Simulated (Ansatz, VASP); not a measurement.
# Mn2P: VASP beside Ansatz, part 2 of 2

One calculation is typed for both programs; each brings its own data sets and cutoff. How far apart do they land?

VASP 6.6.1 and Ansatz 0.2.0.

So far. Step 2 (Ansatz: single point, LDA): The run ends at a pressure of -23.70 GPa, with forces up to 0.45 eV/Å.

## 3. VASP: single point, LDA

Level of this step: LDA, spin-polarised from a ferromagnetic start; plane waves and PAW (Mn, P) (VASP).

The same cell, functional (in two slightly different forms), mesh and smearing now go to VASP, with its own data sets and cutoff.

Lines of VASP's logs that name or quote its potential files are left out, and so is its time.

INCAR

```
SYSTEM = Mn2P
PREC = Normal
ENCUT = 350
EDIFF = 1E-06
NELM = 150
ISMEAR = 0
SIGMA = 0.05
LREAL = .FALSE.
ALGO = Normal
GGA = CA
NBANDS = 42
ISPIN = 2
MAGMOM = 4 4 4 4 4 4 0 0 0
LMAXMIX = 4
LORBIT = 11
LWAVE = .FALSE.
LCHARG = .TRUE.
KPAR = 2
AMIX = 0.2
BMIX = 1E-04
AMIX_MAG = 0.8
BMIX_MAG = 1E-04
```

POSCAR

```
Mn2P
1.0
    6.0740000000      0.0000000000      0.0000000000
   -3.0370000000      5.2602383026      0.0000000000
    0.0000000000      0.0000000000      3.4540000000
Mn P
6 3
Direct
    0.0000000000      0.2546000000      0.0000000000
    0.7454000000      0.7454000000      0.0000000000
    0.2546000000      0.0000000000      0.0000000000
    0.0000000000      0.5943000000      0.5000000000
    0.4057000000      0.4057000000      0.5000000000
    0.5943000000      0.0000000000      0.5000000000
    0.6666666667      0.3333333333      0.0000000000
    0.3333333333      0.6666666667      0.0000000000
    0.0000000000      0.0000000000      0.5000000000
```

KPOINTS

```
Automatic mesh
0
Gamma
3 3 5
0 0 0
```

The projector-augmented-wave data sets are Mn and P (LDA family, release 64).

Launch:

```
$ mpirun -np 2 vasp_std
```

Numbers of over 12 decimals in the logs are rounded to 6 here.

What it wrote:

```text
[banner, memory and clock lines left out]
running    2 mpi-ranks, on    1 nodes
 distrk:  each k-point on    1 cores,    2 groups
 distr:  one band on    1 cores,    1 groups

 POSCAR found type information on POSCAR MnP
 POSCAR found :  2 types and       9 ions
 LDA part: xc-table for (Slater(with rela. corr.)+CA(PZ))
 , standard interpolation
 POSCAR, INCAR and KPOINTS ok, starting setup
 FFT: planning ... GRIDC
 FFT: planning ... GRID_SOFT
 FFT: planning ... GRID
 WAVECAR not read
 entering main loop
       N       E                     dE             d eps       ncg     rms          rms(c)
DAV:   1     0.457275537940E+03    0.45728E+03   -0.16937E+04  1512   0.122E+03
DAV:   2    -0.315342498211E+02   -0.48881E+03   -0.46752E+03  1512   0.382E+02
DAV:   3    -0.836706989631E+02   -0.52136E+02   -0.46749E+02  2308   0.151E+02
DAV:   4    -0.881454929754E+02   -0.44748E+01   -0.41688E+01  2438   0.519E+01
DAV:   5    -0.883524777154E+02   -0.20698E+00   -0.20340E+00  2464   0.105E+01    0.353E+01
DAV:   6    -0.832435196649E+02    0.51090E+01   -0.39281E+01  2526   0.713E+01    0.214E+01
DAV:   7    -0.874091696576E+02   -0.41656E+01   -0.19836E+01  2668   0.809E+01    0.321E+01
DAV:   8    -0.823210879085E+02    0.50881E+01   -0.88207E+00  2684   0.548E+01    0.927E+00
DAV:   9    -0.822818507131E+02    0.39237E-01   -0.96394E-01  2334   0.875E+00    0.624E+00
DAV:  10    -0.822587830036E+02    0.23068E-01   -0.33049E-01  2620   0.753E+00    0.257E+00
DAV:  11    -0.822771907229E+02   -0.18408E-01   -0.55132E-02  2444   0.249E+00    0.208E+00
DAV:  12    -0.822988066402E+02   -0.21616E-01   -0.19699E-02  2600   0.171E+00    0.179E+00
DAV:  13    -0.823186112665E+02   -0.19805E-01   -0.30987E-02  2818   0.211E+00    0.112E+00
DAV:  14    -0.823244152434E+02   -0.58040E-02   -0.34749E-02  2730   0.282E+00    0.494E-01
DAV:  15    -0.823251122770E+02   -0.69703E-03   -0.44072E-03  2138   0.668E-01    0.336E-01
DAV:  16    -0.823254355133E+02   -0.32324E-03   -0.65849E-04  2454   0.285E-01    0.175E-01
DAV:  17    -0.823255164400E+02   -0.80927E-04   -0.16206E-04  2220   0.141E-01    0.951E-02
DAV:  18    -0.823255627888E+02   -0.46349E-04   -0.18056E-04  2748   0.192E-01    0.328E-02
DAV:  19    -0.823255621451E+02    0.64371E-06   -0.17198E-05  2338   0.439E-02    0.161E-02
DAV:  20    -0.823255623355E+02   -0.19044E-06   -0.17538E-06  1134   0.282E-02
   1 F= -.82325562E+02 E0= -.82320662E+02  d E =-.980109E-02  mag=     8.6086
```

Parts of OUTCAR (step 3):

```text
ion  position               nearest neighbor table
   1  0.000  0.255  0.000-   7 2.30   8 2.30   9 2.32   9 2.32   3 2.68   2 2.68   4 2.69   4 2.69
                             5 2.76   5 2.76   6 2.76   6 2.76
   2  0.745  0.745  0.000-   8 2.30   7 2.30   9 2.32   9 2.32   3 2.68   1 2.68   5 2.69   5 2.69
                             4 2.76   4 2.76   6 2.76   6 2.76
   3  0.255  0.000  0.000-   8 2.30   7 2.30   9 2.32   9 2.32   1 2.68   2 2.68   6 2.69   6 2.69
                             5 2.76   4 2.76   5 2.76   4 2.76
   4  0.000  0.594  0.500-   9 2.46   8 2.53   8 2.53   7 2.53   7 2.53   1 2.69   1 2.69   2 2.76
                             2 2.76   3 2.76   3 2.76
   5  0.406  0.406  0.500-   9 2.46   7 2.53   7 2.53   8 2.53   8 2.53   2 2.69   2 2.69   1 2.76
                             1 2.76   3 2.76   3 2.76
   6  0.594  0.000  0.500-   9 2.46   7 2.53   7 2.53   8 2.53   8 2.53   3 2.69   3 2.69   2 2.76
                             1 2.76   2 2.76   1 2.76
   7  0.667  0.333  0.000-   1 2.30   3 2.30   2 2.30   6 2.53   6 2.53   4 2.53   4 2.53   5 2.53
                             5 2.53
   8  0.333  0.667  0.000-   3 2.30   1 2.30   2 2.30   4 2.53   4 2.53   6 2.53   6 2.53   5 2.53
                             5 2.53
   9  0.000  0.000  0.500-   3 2.32   3 2.32   1 2.32   1 2.32   2 2.32   2 2.32   6 2.46   4 2.46
                             5 2.46

  LATTYP: Found a hexagonal cell.
 ALAT       =     6.0740000000
 C/A-ratio  =     0.5686532763

 Subroutine GETGRP returns: Found 12 space group operations
 (whereof 12 operations were pure point group operations)

The static configuration has the point symmetry D_3h.

 Found      9 irreducible k-points:

   k-points           NKPTS =      9   k-points in BZ     NKDIM =      9   number of bands    NBANDS=     42

   dimension x,y,z NGX =    28 NGY =   28 NGZ =   16
   dimension x,y,z NGXF=    56 NGYF=   56 NGZF=   32

   ENCUT  =  350.0 eV  25.72 Ry    5.07 a.u.   9.27  9.27  5.27*2*pi/ulx,y,z

   NELECT =      57.0000    total number of electrons

 k-points in reciprocal lattice and weights: Automatic mesh
   0.00000000  0.00000000  0.00000000       0.022
   0.33333333  0.00000000  0.00000000       0.133
   0.33333333  0.33333333  0.00000000       0.044
   0.00000000  0.00000000  0.20000000       0.044
   0.33333333  0.00000000  0.20000000       0.267
   0.33333333  0.33333333  0.20000000       0.089
   0.00000000  0.00000000  0.40000000       0.044
   0.33333333  0.00000000  0.40000000       0.267
   0.33333333  0.33333333  0.40000000       0.089

 average (electrostatic) potential at core
       1 -42.0770       2 -42.0770       3 -42.0770       4 -42.2474       5 -42.2474
       6 -42.2474       7 -82.1261       8 -82.1261       9 -82.2113

 E-fermi :   7.9561

 spin component 1
 k-point     1 :       0.0000    0.0000    0.0000
  band No.  band energies     occupation
    ...
     28       6.8379      1.00000
     29       7.2820      1.00000
     30       7.2820      1.00000
     31       7.3517      1.00000
     32       7.4616      1.00000
     33       8.1457      0.00000
     34       8.1457      0.00000
     35       8.1658      0.00000
     36       8.1658      0.00000
     37       8.2740      0.00000
    ...

 k-point     2 :       0.3333    0.0000    0.0000
  band No.  band energies     occupation
    ...
     29       7.0379      1.00000
     30       7.1799      1.00000
     31       7.4470      1.00000
     32       7.7515      1.00000
     33       7.8208      0.99993
     34       8.0537      0.00289
     35       8.0656      0.00097
     36       8.2540      0.00000
     37       9.0781      0.00000
     38       9.1133      0.00000
    ...

 k-point     3 :       0.3333    0.3333    0.0000
  band No.  band energies     occupation
    ...
     29       7.2066      1.00000
     30       7.2066      1.00000
     31       7.6006      1.00000
     32       7.6006      1.00000
     33       7.7167      1.00000
     34       8.0654      0.00099
     35       8.1197      0.00000
     36       8.1197      0.00000
     37       9.8134      0.00000
     38      10.0730      0.00000
    ...

 k-point     4 :       0.0000    0.0000    0.2000
  band No.  band energies     occupation
    ...
     28       6.8809      1.00000
     29       7.2939      1.00000
     30       7.2939      1.00000
     31       7.2955      1.00000
     32       7.9489      0.57975
     33       8.0582      0.00193
     34       8.0582      0.00193
     35       8.0820      0.00018
     36       8.2190      0.00000
     37       8.2190      0.00000
    ...

 k-point     5 :       0.3333    0.0000    0.2000
  band No.  band energies     occupation
    ...
     29       7.1126      1.00000
     30       7.2790      1.00000
     31       7.4617      1.00000
     32       7.6691      1.00000
     33       7.9082      0.91208
     34       8.0412      0.00800
     35       8.2541      0.00000
     36       8.3755      0.00000
     37       8.8919      0.00000
     38       9.2516      0.00000
    ...

 k-point     6 :       0.3333    0.3333    0.2000
  band No.  band energies     occupation
    ...
     29       7.1801      1.00000
     30       7.1801      1.00000
     31       7.4446      1.00000
     32       7.4446      1.00000
     33       7.8026      0.99999
     34       8.0775      0.00030
     35       8.4061      0.00000
     36       8.4061      0.00000
     37       9.3237      0.00000
     38       9.3237      0.00000
    ...

  Total      -16.7433705    -16.7433705    -16.9304168      0.0000000     -0.0000000      0.0000000
  in kB     -243.0809526   -243.0809526   -245.7964984      0.0000000     -0.0000000      0.0000000
  external PRESSURE =    -243.9861345 kB  Pullay stress =       0.0000000 kB

  energy-cutoff  :      350.00
  volume of cell :      110.36
      direct lattice vectors                 reciprocal lattice vectors
     6.074000000  0.000000000  0.000000000     0.164636154  0.095052728  0.000000000
    -3.037000000  5.260238303  0.000000000     0.000000000  0.190105456  0.000000000
     0.000000000  0.000000000  3.454000000     0.000000000  0.000000000  0.289519398

 POSITION                                       TOTAL-FORCE (eV/Angst)
 -----------------------------------------------------------------------------------
     -0.77322      1.33926      0.00000         0.230665     -0.399524      0.000000
      2.26378      3.92098      0.00000         0.230665      0.399524     -0.000000
      1.54644      0.00000      0.00000        -0.461330      0.000000      0.000000
     -1.80489      3.12616      1.72700        -0.084165      0.145778      0.000000
      1.23211      2.13408      1.72700        -0.084165     -0.145778      0.000000
      3.60978      0.00000      1.72700         0.168330      0.000000     -0.000000
      3.03700      1.75341      0.00000         0.000000      0.000000      0.000000
     -0.00000      3.50683      0.00000         0.000000     -0.000000      0.000000
      0.00000      0.00000      1.72700         0.000000     -0.000000      0.000000
 -----------------------------------------------------------------------------------
    total drift:                                0.000089      0.000155     -0.000036

  FREE ENERGIE OF THE ION-ELECTRON SYSTEM (eV)
  ---------------------------------------------------
  free  energy   TOTEN  =       -82.3255623355 eV

  energy  without entropy=      -82.3157612503  energy(sigma->0) =      -82.32066179

 total charge
# of ion       s       p       d       tot
------------------------------------------
    1        0.327   0.434   5.260   6.021
    2        0.327   0.434   5.260   6.021
    3        0.327   0.434   5.260   6.021
    4        0.281   0.340   5.088   5.708
    5        0.281   0.340   5.088   5.708
    6        0.281   0.340   5.088   5.708
    7        0.998   1.469   0.000   2.467
    8        0.998   1.469   0.000   2.467
    9        0.991   1.499   0.000   2.490
--------------------------------------------------
tot          4.809   6.760  31.043  42.612

 magnetization (x)
# of ion       s       p       d       tot
------------------------------------------
    1       -0.007  -0.011   0.244   0.227
    2       -0.007  -0.011   0.244   0.227
    3       -0.007  -0.011   0.244   0.227
    4        0.019   0.017   2.560   2.596
    5        0.019   0.017   2.560   2.596
    6        0.019   0.017   2.560   2.596
    7        0.000  -0.045   0.000  -0.045
    8        0.000  -0.045   0.000  -0.045
    9       -0.000  -0.028   0.000  -0.028
--------------------------------------------------
tot          0.035  -0.099   8.413   8.349

[... 6 further parts left out ...]
```

The run ends at a pressure of -24.40 GPa, with forces up to 0.46 eV/Å.

## 4. Side by side

Known differences besides the PAW data sets themselves: the two LDA forms differ slightly; the data sets hold 105 valence electrons in Ansatz (default PAW (the set named soft_2) files) and 57 in VASP; the cutoff is 420 eV in Ansatz and 350 eV in VASP (PREC = Normal); Ansatz makes its cores anew for this functional, VASP keeps those of its LDA data sets; site moments are counted in spheres of each program's own size. Total energies have different zeros and are not compared.

Both answers:

```tsv
quantity	Ansatz	VASP	difference
pressure (GPa)	-23.70	-24.40	+0.70
total moment (μB)	8.77	8.61	+0.16
moment on Mn4 (μB)	2.64	2.60	+0.04
moment on Mn5 (μB)	2.64	2.60	+0.04
moment on Mn6 (μB)	2.64	2.60	+0.04
moment on Mn1 (μB)	0.20	0.23	-0.03
moment on Mn3 (μB)	0.20	0.23	-0.03
moment on Mn2 (μB)	0.20	0.23	-0.03
```

Forces (eV/Å; atoms numbered as in POSCAR):

```tsv
atom	Ansatz x, y, z	VASP x, y, z
Mn1	0.227, -0.393, 0.000	0.231, -0.400, 0.000
Mn2	0.227, 0.393, 0.000	0.231, 0.400, 0.000
Mn3	-0.453, 0.000, 0.000	-0.461, 0.000, 0.000
Mn4	-0.079, 0.137, 0.000	-0.084, 0.146, 0.000
Mn5	-0.079, -0.137, 0.000	-0.084, -0.146, 0.000
Mn6	0.158, 0.000, 0.000	0.168, 0.000, 0.000
P7	0.000, 0.000, 0.000	0.000, 0.000, 0.000
P8	0.000, 0.000, 0.000	0.000, 0.000, 0.000
P9	0.000, 0.000, 0.000	0.000, 0.000, 0.000
```

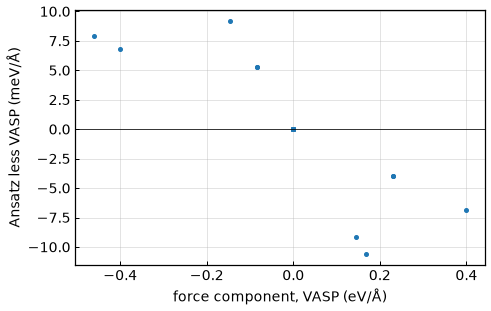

Difference of the force components against their size.

The forces differ by 4.4 meV/Å r.m.s., which is 2.7 % of the r.m.s. force of 0.16 eV/Å (both taken over all components). Ansatz's pressure holds a Pulay correction of 0.07 GPa; VASP's holds none.

## 5. Outcome

```json
{
  "r.m.s. force difference (single point, LDA)": "4.4 meV/Å",
  "difference in pressure (single point, LDA)": "0.70 GPa"
}
```

The difference in pressure is 0.70 GPa (single point, LDA), within the 1 GPa picked in this series as the mark of a large difference. Differences of this kind measure data sets and numerical settings, not the functional's error against experiment.

[Lines on the potential files, build, host, timing and source positions are cut from VASP's logs without a mark.]

[Logs are printed without paths, hosts, clocks, repeated set-up lines and the standing remarks that a program may print on its own settings, such as how far it seeks lower states.]

[Hosts, paths, dates, database ids (printed as entryN), source tags and the programs' standing remarks are cut or masked in the printed files.]
